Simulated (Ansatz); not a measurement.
```yaml
atoms:
  - { symbol: In, position_ang: [1.4480, 0.1295, 1.0637] }
  - { symbol: C, position_ang: [0.9313, 0.2593, 3.1724] }
  - { symbol: H, position_ang: [-0.1584, 0.4370, 3.2609] }
  - { symbol: H, position_ang: [1.4745, 1.0896, 3.6646] }
  - { symbol: H, position_ang: [1.1843, -0.6856, 3.6942] }
  - { symbol: C, position_ang: [3.2801, 0.2131, -0.1058] }
  - { symbol: H, position_ang: [3.0203, 0.1583, -1.1810] }
  - { symbol: H, position_ang: [3.9520, -0.6315, 0.1473] }
  - { symbol: H, position_ang: [3.8206, 1.1611, 0.0869] }
  - { symbol: O, position_ang: [0.0939, 1.5533, 0.0661] }
  - { symbol: C, position_ang: [-0.9143, 1.2938, -0.6869] }
  - { symbol: C, position_ang: [-1.6245, 2.5163, -1.2314] }
  - { symbol: C, position_ang: [-1.3991, 0.0159, -1.0391] }
  - { symbol: C, position_ang: [-0.9005, -1.2535, -0.6399] }
  - { symbol: C, position_ang: [-1.6289, -2.4819, -1.1504] }
  - { symbol: N, position_ang: [0.1492, -1.4444, 0.1528] }
  - { symbol: H, position_ang: [-2.5006, 2.2707, -1.8593] }
  - { symbol: H, position_ang: [-1.9480, 3.1576, -0.3859] }
  - { symbol: H, position_ang: [-0.9086, 3.1212, -1.8257] }
  - { symbol: H, position_ang: [-2.2764, -0.0016, -1.6991] }
  - { symbol: H, position_ang: [-2.4457, -2.2267, -1.8497] }
  - { symbol: H, position_ang: [-2.0650, -3.0501, -0.3019] }
  - { symbol: H, position_ang: [-0.9232, -3.1619, -1.6718] }
  - { symbol: H, position_ang: [0.3390, -2.4395, 0.3189] }
```

Geometry: PBE-D4/def2-SVP; core potentials replace the inner electrons of In.

All numbers below come from RKS PBE0-D4/def2-TZVP in Ansatz.

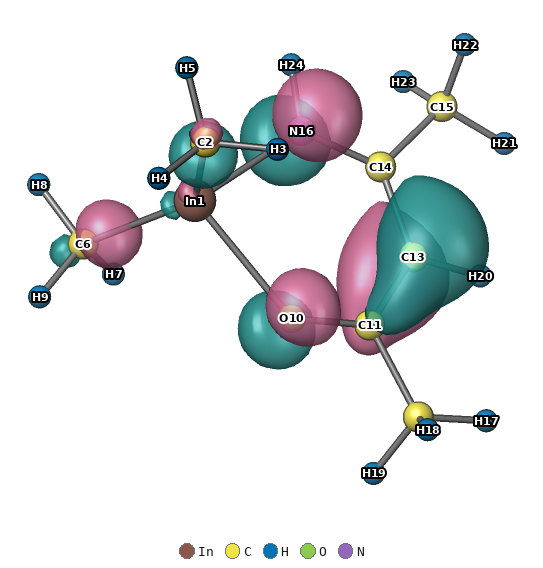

C7H14InNO (InMe2(acnac)). One frontier orbital at ±0.15 Å⁻³ᐟ² (teal and pink are the two phases), seen at a tilt.

Q: Which orbital is it: HOMO or LUMO?

A: The HOMO, at −6.07 eV. Its weight (Hirshfeld) is mainly on C13 (about 30 %), N16 (about 20 %), O10 (about 15 %), C11 (about 10 %) and C14 (about 5 %).
